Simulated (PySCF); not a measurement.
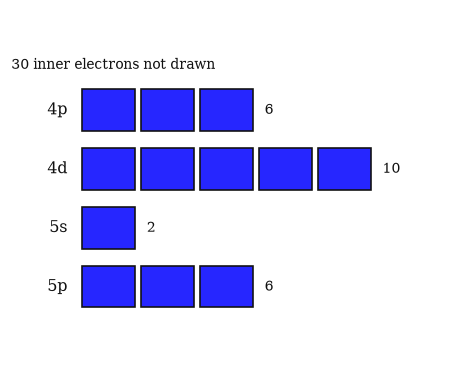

*The outer shells of the nominal configuration: a box for each of the 2l + 1 orbitals, shaded by the share of the shell that is filled, with the electron count at the right.*

# Atomic calculation, with input and output: I⁻

- system: I⁻, configuration 1s2 2s2 2p6 3s2 3p6 3d10 4s2 4p6 4d10 5s2 5p6, multiplicity 1.
- method: unrestricted PBE0, def2-QZVPPD with ECP28, scalar-relativistic core potential (PySCF)

Results in brief:

```
                                                quantity                      value
                                                 outcome                  converged
total energy (valence electrons, under a core potential)        −297.812968 hartree
                                          SCF iterations                          6
                                                hardware  1 CPU thread, shared host
                                                CPU time   0.77 s (integrals apart)
```

The input:
```python
from pyscf import gto, scf, dft, mp, cc
mol = gto.M(atom="I 0 0 0", charge=-1, spin=0, symmetry="D2h",
            basis="def2-QZVPPD",
            ecp="def2-QZVPPD")
mf = dft.UKS(mol, xc="PBE0")
mf.irrep_nelec = {'Ag': (4, 4), 'B1g': (1, 1), 'B2g': (1, 1), 'B3g': (1, 1), 'B1u': (2, 2), 'B2u': (2, 2), 'B3u': (2, 2)}
mf.kernel()
```

The script is an equivalent of what the driver set up; the driver started from orbitals of its own, so the log can be shorter than this script's would be, and it computed the properties (radii, ⟨L²⟩, response) afterwards. It held the occupations shell by shell, which the script's counts by irreducible representation don't always enforce.

Output (extracts):
```
damping factor = 0
level_shift factor = 0
DIIS = <class 'pyscf.scf.diis.CDIIS'>
diis_start_cycle = 1
diis_space = 10
diis_damp = 0
SCF conv_tol = 1e-09
SCF conv_tol_grad = None
number electrons alpha = 13  beta = 13
XC functionals = PBE0
    C. Adamo and V. Barone.,  J. Chem. Phys. 110, 6158 (1999)
    M. Ernzerhof and G. E. Scuseria.,  J. Chem. Phys. 110, 5029 (1999)
cycle= 1 E= -297.812735264191  delta_E= -0.00397  |g|= 0.0167  |ddm|= 0.191
cycle= 2 E= -297.812824111092  delta_E= -8.88e-05  |g|= 0.0152  |ddm|= 0.0476
cycle= 3 E= -297.812966144087  delta_E= -0.000142  |g|= 0.00343  |ddm|= 0.0205
cycle= 4 E= -297.81296788197  delta_E= -1.74e-06  |g|= 0.000165  |ddm|= 0.00207
cycle= 5 E= -297.812967897886  delta_E= -1.59e-08  |g|= 7.67e-06  |ddm|= 0.000388
cycle= 6 E= -297.812967897956  delta_E= -6.95e-11  |g|= 5.87e-07  |ddm|= 3.47e-05
converged SCF energy = -297.812967897956  <S^2> = -2.1316282e-14  2S+1 = 1
```

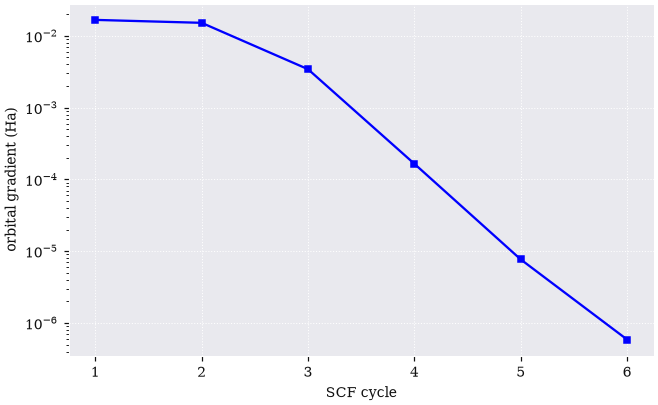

*Convergence: orbital gradient against the SCF cycle.*

The residual falls at every step. It goes from 0.017 to 5.9×10⁻⁷ in 6 steps.
